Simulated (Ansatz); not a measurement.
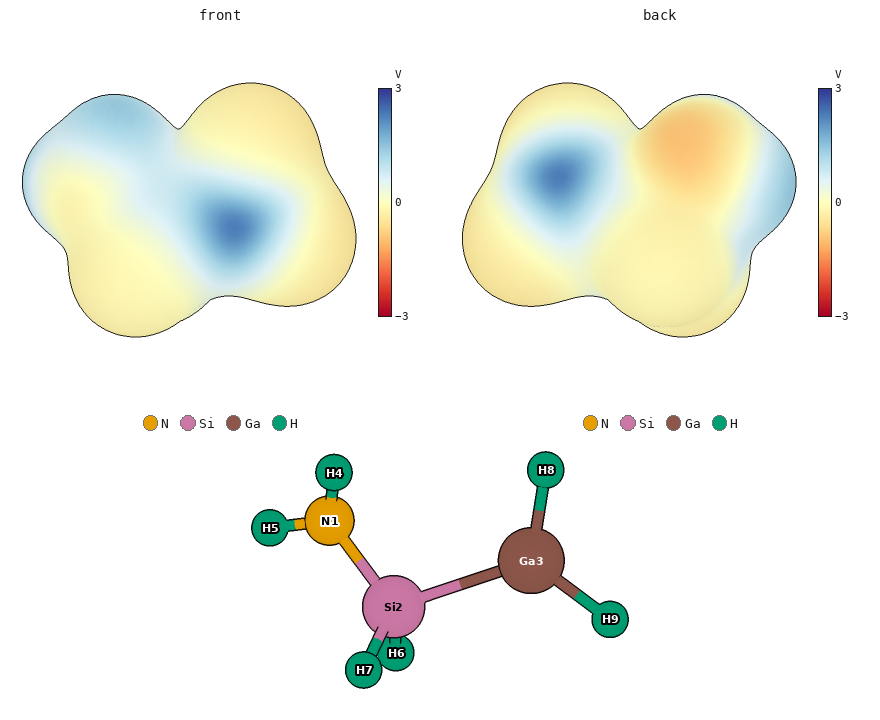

*GaH₆NSi. The electrostatic potential painted on the density surface at 0.001 e/bohr³, seen from the front and from behind; red is negative and blue positive. The bare structure is drawn below in the same view.*

Geometry: PBE0-D4/def2-TZVP.

Level of theory: RKS PBE0-D4/def2-TZVPP in Ansatz 0.2.0.

Input

```
crystal:
  periodic: [false, false, false]
  atoms:
    - {symbol: N, position_ang: [-0.982052, 0.631857, -1.185852]}
    - {symbol: Si, position_ang: [0.394797, 0.666430, -0.143159]}
    - {symbol: Ga, position_ang: [0.327025, -1.243278, 1.326138]}
    - {symbol: H, position_ang: [-1.294170, -0.248909, -1.561056]}
    - {symbol: H, position_ang: [-1.139668, 1.377281, -1.845788]}
    - {symbol: H, position_ang: [0.354279, 1.946369, 0.620623]}
    - {symbol: H, position_ang: [1.723691, 0.675899, -0.842721]}
    - {symbol: H, position_ang: [-0.578922, -2.491823, 0.994405]}
    - {symbol: H, position_ang: [1.195019, -1.313835, 2.637421]}
basis:
  gaussian: {orbitals: def2-TZVPP}
hamiltonian: {xc: pbe0, dispersion: d4}
output: {orbitals: {seedname: orbitals}}
```

Launched as:

```sh
ansatz run in.yaml --threads 2 --pin off --events-out ev --progress --plain --max-ram 4352MiB
```

> Where is the surface potential most negative and most positive?

The most negative region (about −0.9 V, or −21 kcal/mol for a unit charge) lies over N1, the most positive (about +2.2 V, or +51 kcal/mol for a unit charge) over Ga3.
